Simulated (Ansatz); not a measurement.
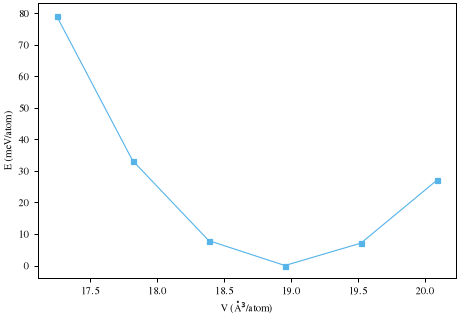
*Hf5Ge3 in space group P6_3/mcm (No. 193; Hf on 4d, Hf on 6g, Ge on 6g) under volume change, the program Ansatz at the r²SCAN level (PAW), shape and atoms relaxed at each volume.*

Task: What does a third-order Birch–Murnaghan fit give for V₀, B₀ and B′?

Result: V₀ = 18.95 Å³/atom, B₀ = 141 GPa, B′ = 4.1.

The first step of the workflow began from a Materials Project structure, measured or hypothetical; the Crystallography Open Database copy checked does not list it. Whether it is the stable phase at ambient conditions was not checked. Symmetry was held in the r²SCAN relaxation; whether a distortion lowers the energy is not shown. No spin polarisation was allowed. Spin–orbit coupling is left out wherever it is not named.

Potentials: the later of the program's two PAW sets.
